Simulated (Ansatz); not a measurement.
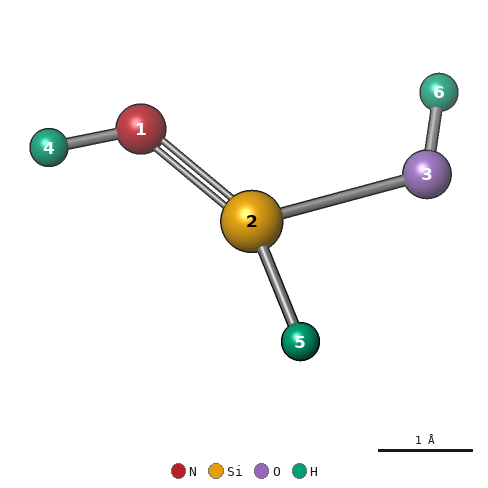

Source: calculation with Ansatz.

Orthographic view. Depth is shown by fading: the farther an atom, the more it takes the colour of the background. Geometry: moved along internal coordinates away from the minimum.

Write a MOL file (V2000) with the atoms in numerical order, bonds sorted by atom number with the orders drawn, and coordinates in the frame of the picture: x right, y up, z towards the viewer, origin at the mean position.

```
H3NOSi
                    3D

  6  5  0  0  0  0  0  0  0  0999 V2000
   -1.3500    0.5900   -0.1900 N   0  0  0  0  0  0  0  0  0  0  0  0
   -0.1700   -0.3900    0.1800 Si  0  0  0  0  0  4  0  0  0  0  0  0
    1.6900    0.1100   -0.1300 O   0  0  0  0  0  0  0  0  0  0  0  0
   -2.3300    0.3900   -0.0500 H   0  0  0  0  0  0  0  0  0  0  0  0
    0.3500   -1.6700    0.7100 H   0  0  0  0  0  0  0  0  0  0  0  0
    1.8200    0.9800   -0.5200 H   0  0  0  0  0  0  0  0  0  0  0  0
  1  2  2  0
  1  4  1  0
  2  3  1  0
  2  5  1  0
  3  6  1  0
M  END
```
